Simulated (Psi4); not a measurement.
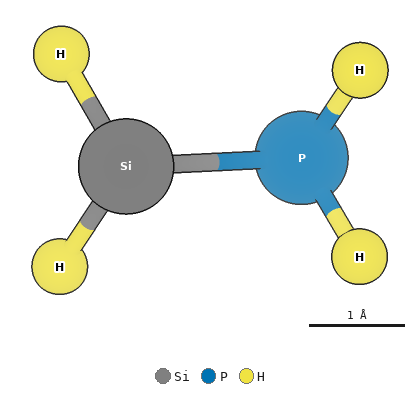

*The structure (ball-and-stick view, seen at a tilt).*

Bond lengths as drawn: H–P 1.38 Å, H–Si 1.50 Å and P–Si 2.23 Å.

SiPH4 (charge −1): single-point calculation

SiPH4, charge −1, computed with wB97M-V/def2-SVPD, RKS (Psi4 1.11).

The geometry comes from this level: GFN2-xTB.

**The input (job.json)**
```
{
  "schema_name": "qcschema_input",
  "schema_version": 1,
  "molecule": {
    "schema_name": "qcschema_molecule",
    "schema_version": 2,
    "symbols": ["Si", "P", "H", "H", "H", "H"],
    "geometry": [0.67586055, -1.92723719, -0.25061548, -0.67128741, 2.02461478, 0.25057768, -0.73149409, -3.02467674, 1.95938143, -1.21335535, -2.66094225, -2.24095062, 0.76987442, 2.95825286, -1.70041336, 1.17040188, 2.62998854, 1.98202035],
    "molecular_charge": -1,
    "molecular_multiplicity": 1,
    "fix_symmetry": "c1"
  },
  "driver": "energy",
  "model": {
    "method": "wb97m-v",
    "basis": "def2-SVPD"
  },
  "keywords": {
    "puream": true,
    "e_convergence": 1e-09,
    "d_convergence": 1e-08,
    "scf_type": "pk",
    "dft_radial_points": 99,
    "dft_spherical_points": 590
  }
}
```

Run on 1 thread of AMD EPYC (Zen 5), 16 GiB of memory available, shared host.

Command:
```bash
psi4 --qcschema job.json -n 1 --memory 1600MB
```

**Output**
```
Psi4 1.11 release

   => Loading Basis Set <=

    Name: DEF2-SVPD
    Role: ORBITAL
    Keyword: BASIS

         ---------------------------------------------------------
                                   SCF
                              RKS Reference
                        1 Threads,   1525 MiB Core
         ---------------------------------------------------------

  ==> Geometry <==

    Molecular point group: c1
    Full point group: C1

    Geometry (in Bohr), charge = -1, multiplicity = 1:

       Center              X                  Y                   Z               Mass
    ------------   -----------------  -----------------  -----------------  -----------------
         SI           0.705843795686    -2.065270676504    -0.262522386431    27.976926534650
         P           -0.641304164314     1.886581293496     0.238670773569    30.973761998420
         H           -0.701510844314    -3.162710226504     1.947474523569     1.007825032230
         H           -1.183372104314    -2.798975736504    -2.252857526431     1.007825032230
         H            0.799857665686     2.820219373496    -1.712320266431     1.007825032230
         H            1.200385125686     2.491955053496     1.970113443569     1.007825032230

  Running in c1 symmetry.

  Rotational constants: A =      2.11359  B =      0.20341  C =      0.20096 [cm^-1]
  Rotational constants: A =  63363.81614  B =   6097.93993  C =   6024.60416 [MHz]
  Nuclear repulsion =   83.574544059838061

  Charge       = -1
  Multiplicity = 1
  Electrons    = 34
  Nalpha       = 17
  Nbeta        = 17

  ==> Algorithm <==

  SCF Algorithm Type is PK.
  DIIS enabled.
  MOM disabled.
  Fractional occupation disabled.
  Guess Type is SAD.
  Energy threshold   = 1.00e-09
  Density threshold  = 1.00e-08
  Integral threshold = 1.00e-12

  ==> Primary Basis <==

  Basis Set: DEF2-SVPD
    Blend: DEF2-SVPD
    Number of shells: 36
    Number of basis functions: 80
    Number of Cartesian functions: 84
    Spherical Harmonics?: true
    Max angular momentum: 2

  ==> DFT Potential <==

   => LibXC <=

    Version 7.1.2

   => Composite Functional: WB97M-V <=

    wB97M-V Hyb-GGA Exchange-Correlation Functional

    Deriv               =              1
    GGA                 =           TRUE
    Meta                =           TRUE

    Exchange Hybrid     =           TRUE
    MP2 Hybrid          =          FALSE

   => Exchange-Correlation Functionals <=

    1.0000   wB97M-V exchange-correlation functional

   => Exact (HF) Exchange <=

    0.8500            HF,LR [omega = 0.3000]
    0.1500               HF

   => LibXC Density Thresholds  <==

    XC_HYB_MGGA_XC_WB97M_V:  1.00E-13

   => VV10 Non-Local Parameters <=

    VV10 B              =     6.0000E+00
    VV10 C              =     1.0000E-02

   => Molecular Quadrature <=

    Radial Scheme          =       TREUTLER
    Pruning Scheme         =           NONE
    Nuclear Scheme         =       TREUTLER

    Blocking Scheme        =         OCTREE
    BS radius alpha        =              1
    Pruning alpha          =              1
    Radial Points          =             99
    Spherical Points       =            590
    Total Points           =         336448
    Total Blocks           =           2434
    Max Points             =            256
    Max Functions          =             79
    Weights Tolerance      =       1.00E-15

  ==> Integral Setup <==

  Using in-core PK algorithm.
   Calculation information:
      Number of atoms:                   6
      Number of AO shells:              36
      Number of primitives:             64
      Number of atomic orbitals:        84
      Number of basis functions:        80

      Integral cutoff                 1.00e-12
      Number of threads:                 1

  Performing in-core PK
  Using 15751260 doubles for integral storage.
  We computed 218516 shell quartets total.
  Whereas there are 222111 unique shell quartets.

  Computing range-separated integrals for PK
  We computed 218516 wK shell quartets total.
  Whereas there are 222111 wK unique shell quartets.

  ==> DiskJK: Disk-Based J/K Matrices <==

    J tasked:                  Yes
    K tasked:                  Yes
    wK tasked:                 Yes
    Omega:               3.000E-01
    Memory [MiB]:              312
    Schwarz Cutoff:          1E-12

  Cached 33.4% of DFT collocation blocks in 0.590 [GiB].

  Minimum eigenvalue in the overlap matrix is 3.9129795868E-04.
  Reciprocal condition number of the overlap matrix is 5.6609735489E-05.
    Using symmetric orthogonalization.

  ==> Pre-Iterations <==

  SCF Guess: Superposition of Atomic Densities via on-the-fly atomic UHF (no occupation information).

   -------------------------
    Irrep   Nso     Nmo
   -------------------------
     A         80      80
   -------------------------
    Total      80      80
   -------------------------

  ==> Iterations <==

                        Total Energy        Delta E     RMS |[F,P]|

   @RKS iter SAD:  -632.51964547524722   -6.32520e+02   0.00000e+00
   @RKS iter   1:  -632.90444825950124   -3.84803e-01   3.73152e-03 ADIIS/DIIS
   @RKS iter   2:  -632.96833130068512   -6.38830e-02   2.00486e-03 ADIIS/DIIS
   @RKS iter   3:  -632.98550594754363   -1.71746e-02   1.99612e-04 ADIIS/DIIS
   @RKS iter   4:  -632.98592717161432   -4.21224e-04   7.16030e-05 DIIS
   @RKS iter   5:  -632.98600084892757   -7.36773e-05   1.67052e-05 DIIS
   @RKS iter   6:  -632.98600626375139   -5.41482e-06   5.90472e-06 DIIS
   @RKS iter   7:  -632.98600693914307   -6.75392e-07   2.34535e-06 DIIS
   @RKS iter   8:  -632.98600708962101   -1.50478e-07   6.78418e-07 DIIS
   @RKS iter   9:  -632.98600710553433   -1.59133e-08   2.04091e-07 DIIS
   @RKS iter  10:  -632.98600710639994   -8.65612e-10   5.83226e-08 DIIS
   @RKS iter  11:  -632.98600710648373   -8.37872e-11   1.41164e-08 DIIS
   @RKS iter  12:  -632.98600710648827   -4.54747e-12   2.76716e-09 DIIS
  Energy and wave function converged.

  ==> Post-Iterations <==

   Electrons on quadrature grid:
      Ntotal   =   34.0000001394 ; deviation = 1.394e-07

    Orbital Energies [Eh]
    ---------------------

    Doubly Occupied:

       1A    -77.149556     2A    -66.148560     3A     -6.516790
       4A     -5.195589     5A     -4.634794     6A     -4.632846
       7A     -4.630035     8A     -3.514472     9A     -3.513261
      10A     -3.510292    11A     -0.572456    12A     -0.393327
      13A     -0.304700    14A     -0.212762    15A     -0.203507
      16A     -0.173936    17A     -0.057142

    Virtual:

      18A      0.217277    19A      0.237380    20A      0.266335
      21A      0.294750    22A      0.306335    23A      0.312174
      24A      0.319532    25A      0.343860    26A      0.346057
      27A      0.358602    28A      0.359887    29A      0.392438
      30A      0.398711    31A      0.413128    32A      0.454139
      33A      0.460400    34A      0.464161    35A      0.494179
      36A      0.496436    37A      0.510747    38A      0.536443
      39A      0.536834    40A      0.541738    41A      0.548295
      42A      0.574155    43A      0.574370    44A      0.591210
      45A      0.640850    46A      0.685901    47A      0.707190
      48A      0.812774    49A      0.830419    50A      0.846959
      51A      0.891034    52A      0.916893    53A      0.920628
      54A      0.954913    55A      0.977984    56A      0.979340
      57A      0.989476    58A      1.037114    59A      1.063396
      60A      1.082120    61A      1.161842    62A      1.217281
      63A      1.226706    64A      1.285945    65A      1.325243
      66A      1.338383    67A      1.376281    68A      1.402314
      69A      1.862839    70A      1.899811    71A      1.959246
      72A      2.042791    73A      2.054527    74A      2.073871
      75A      2.097760    76A      2.104400    77A      2.405918
      78A      2.473422    79A      2.511631    80A      2.546776

    Final Occupation by Irrep:
              A
    DOCC [    17 ]
    NA   [    17 ]
    NB   [    17 ]

  @RKS Final Energy:  -632.98600710648827

   => Energetics <=

    Nuclear Repulsion Energy =             83.5745440598380611
    One-Electron Energy =               -1048.7287434550855778
    Two-Electron Energy =                 366.7250461054147763
    DFT Exchange-Correlation Energy =     -34.6954099482216023
    Empirical Dispersion Energy =           0.0000000000000000
    VV10 Nonlocal Energy =                  0.1385561315660430
    Total Energy =                       -632.9860071064882732

Computation Completed

Properties will be evaluated at   0.000000,   0.000000,   0.000000 [a0]

Properties computed using the SCF density matrix

 Multipole Moments:

 ------------------------------------------------------------------------------------
     Multipole            Electronic (a.u.)      Nuclear  (a.u.)        Total (a.u.)
 ------------------------------------------------------------------------------------

 L = 1.  Multiply by 2.5417464519 to convert [e a0] to [Debye]
 Dipole X            :         -0.6429152            0.3776105           -0.2653047
 Dipole Y            :          2.4098095           -1.2645816            1.1452279
 Dipole Z            :          0.2746015           -0.1428416            0.1317598
 Magnitude           :                                                    1.1829176

 ------------------------------------------------------------------------------------

	total time  =         55 seconds =       0.92 minutes

    Psi4 run time: 0:00:54.79
```

**File result.json**
```
{
 "driver": "energy",
 "model": {
  "method": "wb97m-v",
  "basis": "def2-SVPD"
 },
 "success": true,
 "return_result": -632.9860071064883,
 "properties": {
  "calcinfo_nbasis": 80,
  "calcinfo_nmo": 80,
  "calcinfo_nalpha": 17,
  "calcinfo_nbeta": 17,
  "calcinfo_natom": 6,
  "nuclear_repulsion_energy": 83.57454405983806,
  "return_energy": -632.9860071064883,
  "scf_one_electron_energy": -1048.7287434550856,
  "scf_two_electron_energy": 366.7250461054148,
  "scf_vv10_energy": 0.138556131566043,
  "scf_xc_energy": -34.6954099482216,
  "scf_dipole_moment": [-0.26530466095635186, 1.1452278941702434, 0.13175984498611382],
  "scf_total_energy": -632.9860071064883,
  "scf_iterations": 12
 }
}
```

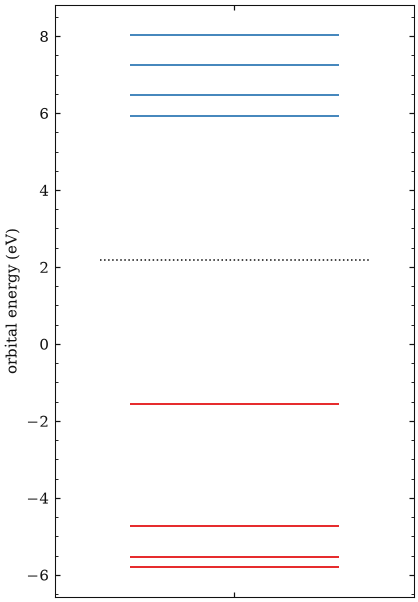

*Orbital energies near the frontier; the dotted line parts filled from empty levels, and levels within 0.02 eV of each other stand side by side.*

Highest filled −1.55 eV, lowest empty 5.91 eV, 7.46 eV apart.

**Summary**

```csv
quantity,value
outcome,converged
total energy,−632.986007 hartree
basis functions,80
HOMO,−1.55 eV
LUMO,5.91 eV
wall time,56 s
peak memory,0.96 GiB
```
